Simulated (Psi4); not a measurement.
**AlCl (SMILES [Al][Cl]) at HF/3-21G**

Aim: the vertical singlet–triplet gap of AlCl at HF/3-21G, from 2 runs. 

The calculation is run with Psi4 1.11.

4 further runs of the same task are left out: 4 that didn't finish.

### 1 The molecule

AlCl: 2 atoms, total charge 0, spin state singlet. As SMILES, `[Al][Cl]`. Geometry: the measured bond length.

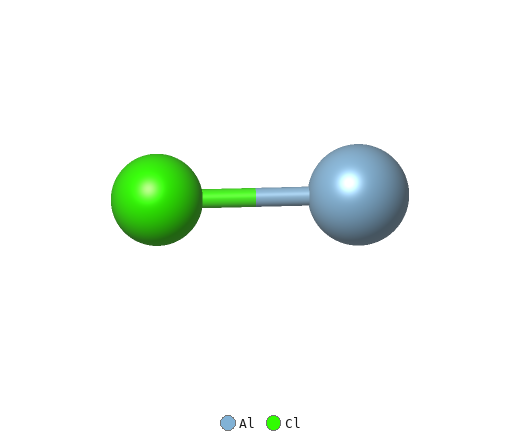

The structure, seen from a chosen angle (aluminium light blue, chlorine green).

### 2 The energy at HF/3-21G

job.py

```python
import psi4

psi4.set_memory(1600000000)
psi4.set_num_threads(1)
psi4.set_output_file('output.dat', False)

m = psi4.geometry("""
0 1
Al     0.000000     0.000000     0.000000
Cl     0.000000     0.000000     2.130113
units angstrom
symmetry c1
""")

psi4.set_options(dict(basis='3-21G', puream=True, e_convergence=1e-09, d_convergence=1e-08, scf_type='pk'))

E = psi4.energy("scf", molecule=m)
print('E =', round(E, 9))
```

Run with:

```bash
$ python job.py
```

output.dat, cut to the lines that bear on the results:

```text
[...]
  Running in c1 symmetry.
[...]
  Nuclear repulsion =   54.902328448335837
[...]
  Multiplicity = 1
[...]
  Nalpha       = 15
  Nbeta        = 15
[...]
    Number of basis functions: 26
[...]
   @RHF iter   1:  -697.93843155856894   -4.88865e-01   5.77161e-03 DIIS/ADIIS
[...]
   @RHF iter   9:  -697.95375587100398   -4.54747e-13   1.74290e-09 DIIS
[...]
    Orbital Energies [Eh]
    ---------------------
    Doubly Occupied:
       1A   -104.079095     2A    -58.107728     3A    -10.474464
       4A     -7.937299     5A     -7.934372     6A     -7.934372
       7A     -4.914687     8A     -3.213080     9A     -3.211822
      10A     -3.211822    11A     -1.077225    12A     -0.544712
      13A     -0.460520    14A     -0.460520    15A     -0.337515
[...]
  @RHF Final Energy:  -697.95375587100398
   => Energetics <=
    Nuclear Repulsion Energy =             54.9023284483358367
    One-Electron Energy =               -1077.9137030019537633
    Two-Electron Energy =                 325.0576186826140201
    Total Energy =                       -697.9537558710038638
[...]
 Multipole Moments:
 ------------------------------------------------------------------------------------
     Multipole            Electronic (a.u.)      Nuclear  (a.u.)        Total (a.u.)
 ------------------------------------------------------------------------------------
 L = 1.  Multiply by 2.5417464519 to convert [e a0] to [Debye]
 Dipole X            :         -0.0000000            0.0000000           -0.0000000
 Dipole Y            :          0.0000000            0.0000000            0.0000000
 Dipole Z            :         -1.2777292            0.2658241           -1.0119051
 Magnitude           :                                                    1.0119051
[...]
```

The script printed:

```text
E = -697.953755871
```

Wall time 5.1 s (1 thread of Intel Xeon at 2.50GHz (Skylake/Cascade Lake), shared host); peak memory 0.18 GiB.

### 3 The triplet

alcl.xyz

```xyz
2
AlCl
Al     0.000000     0.000000     0.000000
Cl     0.000000     0.000000     2.130113
```

run.py

```python
import numpy as np
from ase.calculators.psi4 import Psi4
from ase.io import read

a = read('alcl.xyz')
calc = Psi4(atoms=a, method='scf', basis='3-21G', memory='1600MB', num_threads=1, charge=0, multiplicity=3, label='psi4-calc', reference='uhf')
calc.psi4.set_options({'puream': True, 'e_convergence': 1e-09, 'd_convergence': 1e-08, 'scf_type': 'pk', 'maxiter': 100})
a.calc = calc

print(f'energy: {a.get_potential_energy():.6f} eV')
```

Run with:

```bash
$ python run.py
```

psi4-calc.dat, cut to the lines that bear on the results:

```text
[...]
  Running in c1 symmetry.
[...]
  Nuclear repulsion =   54.902328448335837
[...]
  Multiplicity = 3
[...]
  Nalpha       = 16
  Nbeta        = 14
[...]
    Number of basis functions: 26
[...]
   @UHF iter   1:  -697.84598937498788   -3.96423e-01   6.31931e-03 ADIIS/DIIS
[...]
   @UHF iter  11:  -697.87244227380290   -1.47793e-12   4.40672e-09 DIIS
[...]
   @S^2 Observed:                2.002514242E+00
[...]
    Orbital Energies [Eh]
    ---------------------
    Alpha Occupied:
       1A   -104.085271     2A    -58.132052     3A    -10.479252
       4A     -7.944256     5A     -7.939557     6A     -7.938351
       7A     -4.943973     8A     -3.248897     9A     -3.244648
      10A     -3.240871    11A     -1.081618    12A     -0.572022
      13A     -0.474279    14A     -0.459832    15A     -0.421606
      16A     -0.248359
    Alpha Virtual:
      17A     -0.002700    18A      0.089849    19A      0.249031
      20A      0.298652    21A      0.320531    22A      0.371623
      23A      0.789542    24A      0.834085    25A      0.836950
[...]
  @UHF Final Energy:  -697.87244227380290
   => Energetics <=
    Nuclear Repulsion Energy =             54.9023284483358367
    One-Electron Energy =               -1077.5053207769774417
    Two-Electron Energy =                 324.7305500548386590
    Total Energy =                       -697.8724422738029034
  UHF NO Occupations:
  HONO-2 :   14  A 1.9992707
  HONO-1 :   15  A 1.0000000
[...]
 Multipole Moments:
 ------------------------------------------------------------------------------------
     Multipole            Electronic (a.u.)      Nuclear  (a.u.)        Total (a.u.)
 ------------------------------------------------------------------------------------
 L = 1.  Multiply by 2.5417464519 to convert [e a0] to [Debye]
 Dipole X            :         -0.0000000            0.0000000           -0.0000000
 Dipole Y            :          0.0000000            0.0000000            0.0000000
 Dipole Z            :         -1.7279241            0.2658241           -1.4621000
 Magnitude           :                                                    1.4621000
[...]
```

The script printed:

```text
energy: -18990.076422 eV
```

Run time: 5.7 s. Hardware: 1 thread of Intel Xeon at 2.50GHz (Skylake/Cascade Lake), shared host; peak memory 0.19 GiB.

### 4 What came out

Level: HF/3-21G.

| quantity | value |
| --- | --- |
| singlet: total energy | -697.95376 Eh |
| singlet: dipole moment | 2.57 D |
| singlet: HOMO energy | -9.18 eV |
| singlet: LUMO energy | 0.76 eV |
| singlet: HOMO–LUMO gap | 9.95 eV |
| triplet: total energy | -697.87244 Eh |
| triplet: dipole moment | 3.72 D |
| triplet: HOMO energy (highest over α and β) | -6.76 eV |
| triplet: LUMO energy (lowest over α and β) | -1.04 eV |
| triplet: ⟨S²⟩ | 2.003 |
| vertical energy of the triplet above the singlet | 2.213 eV |

In words: At this shape the triplet lies 2.21 eV (213 kJ/mol) above the singlet.
